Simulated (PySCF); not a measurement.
**C₃H₉FO₃Si₂: density, localisation and related maps**

```xyz
18

F     0.9080    1.5696    1.5206
Si    0.5916    0.3484    0.5180
O     1.9766   -0.2959    0.0726
Si    3.5244    0.0555   -0.2979
O    -0.2746   -0.7611    1.3058
C    -1.6700   -0.8278    1.1198
C    -2.0630   -0.6171   -0.3379
C    -1.6324    0.7624   -0.8223
O    -0.2357    0.9428   -0.7368
H     3.5296    0.7312   -1.5939
H     4.0764    0.9098    0.7490
H     4.1194   -1.2763   -0.3356
H    -2.1462   -0.0655    1.7482
H    -1.9845   -1.8168    1.4654
H    -3.1419   -0.7234   -0.4467
H    -1.5600   -1.3720   -0.9447
H    -2.1247    1.5370   -0.2222
H    -1.9018    0.9054   -1.8730
```

Geometry: GFN2-xTB.

The calculation used PySCF 2.14.0, PBE0/pcSseg-1, SCF density, gas phase, non-relativistic.

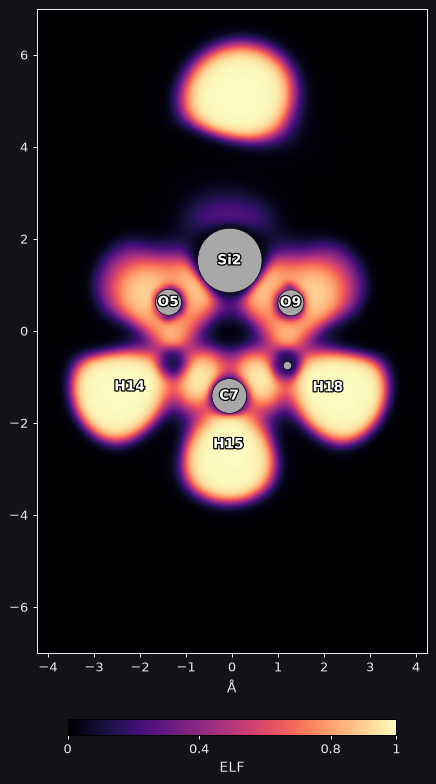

Figure 1. Electron localisation function on the plane of atoms O5, Si2 and O9. Grey discs cover the atomic cores.

Question: What does the map show?

Answer:
- The plane passes through Si, O, C and H nuclei.
- Si–O (1.61 Å): the ELF peaks at about 0.85 between the atoms: a polar covalent bond.
- C–H (1.09 Å): the ELF climbs to about 1 towards the hydrogen, as it does in any bond to H (an ordinary covalent bond to hydrogen).
- The ELF also peaks beside O9 and O5, away from the bonds: lone-pair regions.

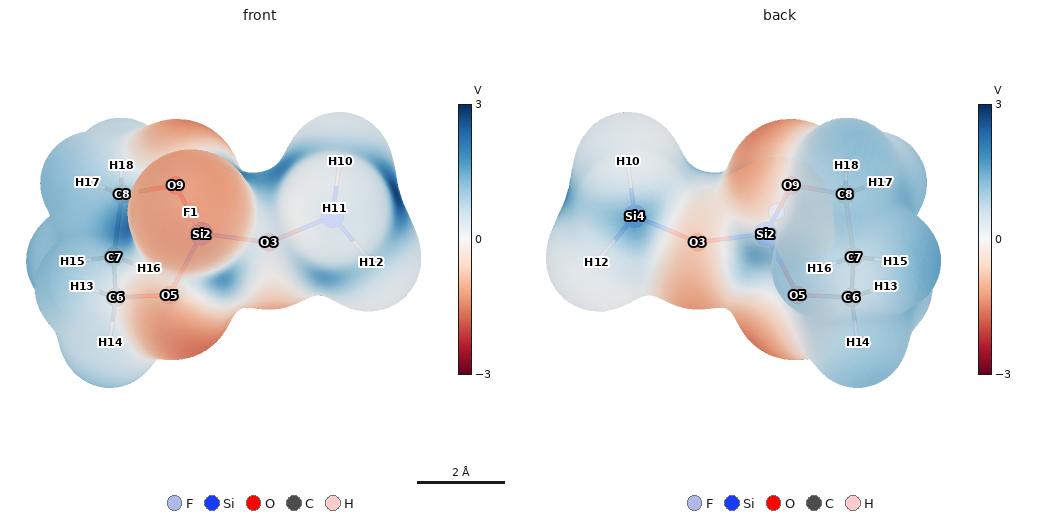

Figure 2. The electrostatic potential painted on the density surface at 0.004 e/bohr³, seen from the front and from behind; the colour scale runs from red (negative) to blue (positive).

Question: Which sites attract a positive test charge, and which a negative one?

Answer: A positive charge is drawn to the negative regions and a negative charge to the positive ones. The most negative region (about −1.5 V) lies over O5, the most positive (about +2.5 V) over Si4. O5 is the likeliest acceptor of a hydrogen bond.

Question: How polar is the molecule by this calculation?

Answer: Its dipole moment is 2.60 D.
